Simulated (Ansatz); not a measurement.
# C₂H₉GeOP (SMILES CO[CH2][GeH2][PH2]): what the fields show

```xyz
14

C    -1.6745    1.0897    1.4910
O    -0.7312    0.2077    0.9833
C    -0.7008    0.0947   -0.4025
Ge    0.7092   -1.1991   -0.8857
P     2.7550   -0.4566   -0.0222
H    -2.6920    0.7944    1.2124
H    -1.5026    2.1112    1.1341
H    -1.5926    1.0811    2.5759
H    -1.6650   -0.2514   -0.7958
H    -0.4957    1.0632   -0.8765
H     0.7462   -1.3362   -2.4185
H     0.3965   -2.5697   -0.2719
H     2.8751    0.6559   -0.8875
H     3.5594   -1.3144   -0.8074
```

Method: Ansatz, RHF/def2-SVP.

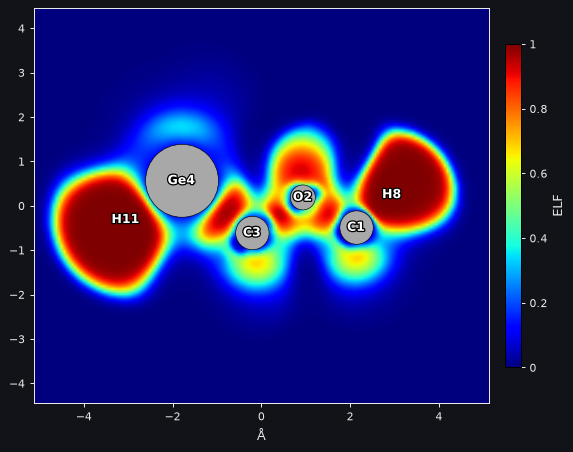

Figure 1. ELF on the plane of atoms O2, C3 and Ge4. Grey discs cover the atomic cores.

Question: Describe what can be read from this map.

Answer:
- Atoms in the plane: C, O, Ge and H.
- C–O (1.39 Å): the ELF peaks at about 0.90 between the atoms; a polar covalent bond.
- C–Ge (1.97 Å): the ELF peaks at about 0.95 in the valence shell of C, 0.7 Å from its nucleus, and is about 0.80 at the midpoint.
- C–H (1.09 Å): the ELF climbs to about 1 towards the hydrogen, as it does in any bond to H: a covalent bond by its length.
- Ge–H (1.54 Å): the ELF climbs to about 1 towards the hydrogen.
- The ELF also peaks beside O2, away from the bonds: lone-pair regions.

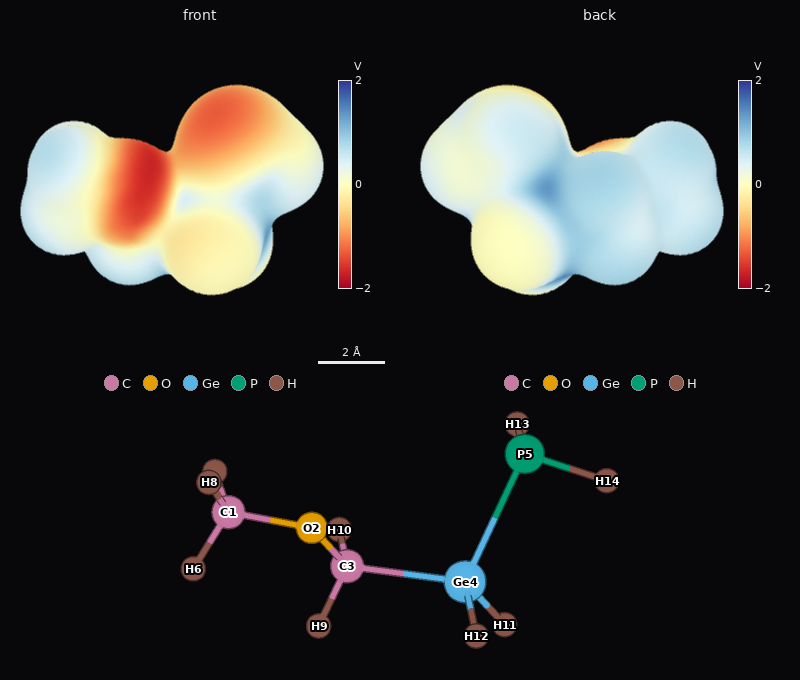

Figure 2. The electrostatic potential painted on the density surface at 0.002 e/bohr³, seen from the front and from behind; the colour scale runs from red (negative) to blue (positive). The bare structure is drawn below in the same view.

Question: Where is the surface potential most negative and most positive?

Answer: The most negative region (about −1.6 V) lies over O2, the most positive (about +1.3 V) over Ge4. O2 is the likeliest acceptor of a hydrogen bond.

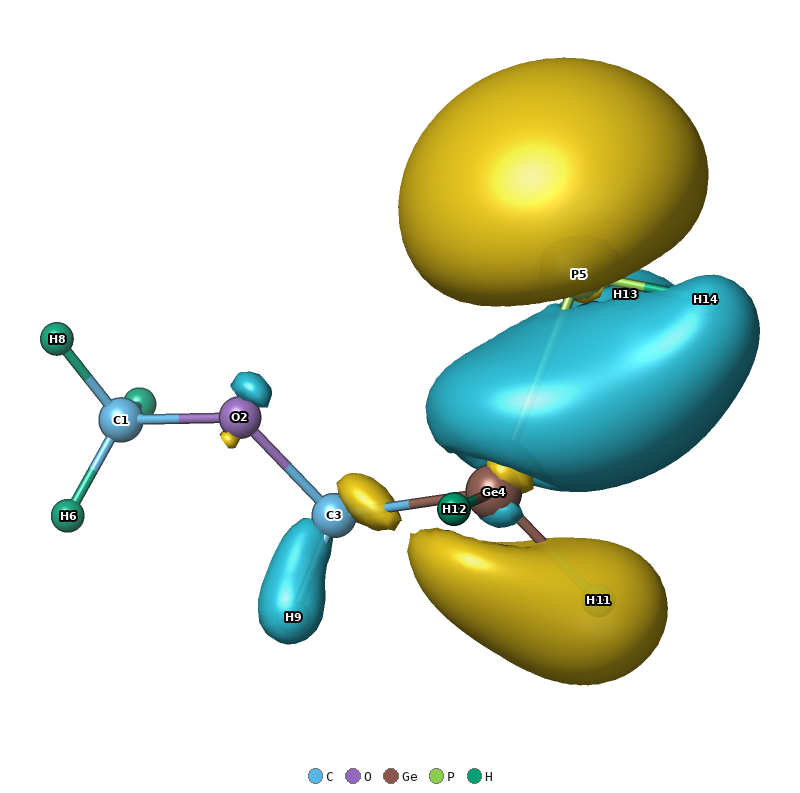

Figure 3. The HOMO at ±0.08 Å⁻³ᐟ² (yellow and cyan are the two phases), seen at a tilt.

Question: Where does this orbital lie, and at what energy?

Answer: By Hirshfeld shares it lies mainly on P5 (about 70 %) and Ge4 (about 15 %); largely a lone pair of P5. Its energy is −9.62 eV.
